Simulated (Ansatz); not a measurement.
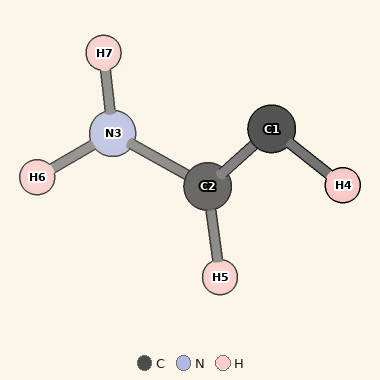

The system is C₂H₄N, SMILES [CH-]=CN, charge −1; the picture shows the reference structure. First axis: umbrella angle at N3 (between each of its bonds and their common axis; 90 is planar). Second axis: change of the bonds N3–C2, N3–H6, N3–H7, all alike. Nothing is relaxed (all other coordinates rigid). The grid has 15 × 15 points. Points are written as (first, second). Energies are in kJ/mol, from the lowest grid point. The calculation used RKS PBE0-D4/def2-TZVPD in Ansatz.

Its coordinates:

```csv
atom,x (Å),y (Å),z (Å)
C,-0.9292,-0.7793,-0.6494
C,-0.1712,0.2357,-0.2367
N,1.0724,0.0527,0.4894
H,-1.7800,-0.3970,-1.2444
H,-0.3348,1.3132,-0.4273
H,1.0253,0.5229,1.3911
H,1.1174,-0.9482,0.6774
```

Range: umbrella angle at N3 (between each of its bonds and their common axis; 90 is planar) from 56.5 to 123.5°; change of the bonds N3–C2, N3–H6, N3–H7, all alike from −0.128 to 0.198 Å.

What landscape does the calculation give?

Answer. The lowest grid point is at (109.2°, −0.012 Å). There is a further well near (70.8°, −0.012 Å) (17 kJ/mol above the lowest at that grid point). The highest grid point, (56.5°, −0.128 Å), lies 224 kJ/mol above the lowest. On the interpolated surface the easiest way out of the lowest well to the well at about (71°, 0.00 Å) passes a barrier of about 28 kJ/mol, counted from the interpolated bottom of the well. Round the minimum the valley is somewhat tilted: raising the first coordinate shifts the best value of the second coordinate upwards (coupling k₁₂/√(k₁₁k₂₂) about −0.3).

| second ↓, first → | 56.5 | 61.2 | 66.0 | 70.8 | 75.6 | 80.4 | 85.2 | 90.0 | 94.8 | 99.6 | 104.4 | 109.2 | 114.0 | 118.8 | 123.5 |
| --- | --- | --- | --- | --- | --- | --- | --- | --- | --- | --- | --- | --- | --- | --- | --- |
| 0.198 | 162 | 152 | 155 | 166 | 182 | 197 | 208 | 210 | 204 | 189 | 170 | 152 | 138 | 133 | 140 |
| 0.174 | 139 | 127 | 128 | 138 | 153 | 167 | 177 | 179 | 172 | 159 | 141 | 123 | 111 | 108 | 116 |
| 0.151 | 118 | 105 | 105 | 113 | 126 | 139 | 148 | 150 | 144 | 131 | 114 | 98 | 87 | 85 | 95 |
| 0.128 | 100 | 85 | 83 | 90 | 101 | 113 | 122 | 123 | 117 | 105 | 89 | 74 | 65 | 64 | 76 |
| 0.105 | 85 | 68 | 64 | 69 | 79 | 90 | 97 | 99 | 93 | 81 | 66 | 53 | 45 | 46 | 60 |
| 0.081 | 72 | 53 | 47 | 50 | 58 | 68 | 75 | 76 | 70 | 59 | 46 | 34 | 27 | 31 | 47 |
| 0.058 | 64 | 42 | 34 | 35 | 42 | 50 | 56 | 57 | 51 | 41 | 29 | 18 | 14 | 19 | 38 |
| 0.035 | 59 | 35 | 25 | 24 | 30 | 37 | 42 | 42 | 37 | 27 | 16 | 7 | 5 | 12 | 33 |
| 0.012 | 60 | 34 | 21 | 18 | 22 | 27 | 32 | 32 | 27 | 18 | 8 | 1 | 0 | 10 | 34 |
| −0.012 | 67 | 38 | 22 | 17 | 19 | 24 | 27 | 26 | 22 | 14 | 6 | 0 | 1 | 14 | 40 |
| −0.035 | 81 | 48 | 30 | 23 | 23 | 26 | 28 | 28 | 23 | 16 | 9 | 6 | 9 | 24 | 53 |
| −0.058 | 101 | 66 | 45 | 36 | 34 | 36 | 37 | 36 | 32 | 26 | 20 | 18 | 24 | 41 | 74 |
| −0.081 | 131 | 92 | 69 | 58 | 54 | 54 | 54 | 53 | 49 | 44 | 40 | 40 | 48 | 68 | 103 |
| −0.105 | 172 | 130 | 104 | 90 | 85 | 83 | 83 | 81 | 78 | 73 | 70 | 72 | 82 | 106 | 145 |
| −0.128 | 224 | 178 | 149 | 133 | 125 | 122 | 121 | 119 | 116 | 113 | 111 | 115 | 127 | 153 | 196 |

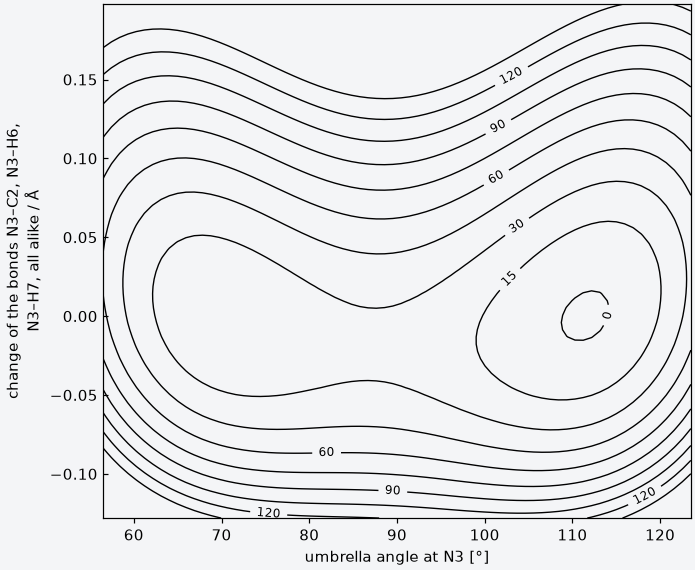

In the figure: contour lines labelled in kJ/mol (none above 135). Between grid points the surface is interpolated.

Time for the 225 points that were run: 7 min on 1 thread of Intel(R) Xeon(R) 6975P-C (Granite Rapids) (shared host).
